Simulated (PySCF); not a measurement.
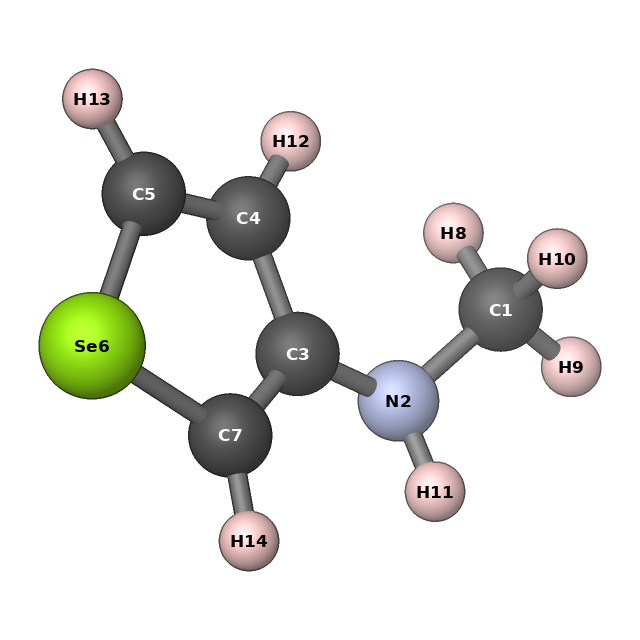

The computed structure is the end point of a GFN2-xTB optimisation. No frequency run is at hand to confirm it as a minimum. Properties computed with B3LYP/pcJ-1 (pcSseg-1 on Se) indirect spin-spin coupling, non-relativistic, gas phase (PySCF 2.14.0). Isotopes: 13C, 1H, 15N.

Give the spin–spin coupling constants of these pairs, with the number of bonds between them: C1/N2, N2/C3, N2/H11, N2/H8, N2/H10, N2/C4, N2/H9, N2/C5, N2/H12, N2/H14.

| pair | bonds apart | J (Hz) |
| --- | --- | --- |
| C1, N2 | 1 | −9.1 |
| N2, C3 | 1 | −13.4 |
| N2, H11 | 1 | −84.2 |
| N2, H8 | 2 | −1.2 |
| N2, H10 | 2 | 0.9 |
| N2, C4 | 2 | −3.5 |
| N2, H9 | 2 | −0.9 |
| N2, C5 | 3 | −1.5 |
| N2, H12 | 3 | −0.6 |
| N2, H14 | 3 | −1.3 |

The geometry is semi-empirical. Around Se such bond lengths and angles can be off by a tenth of an ångström or more and by several degrees, and values that hang on the shape move with them.
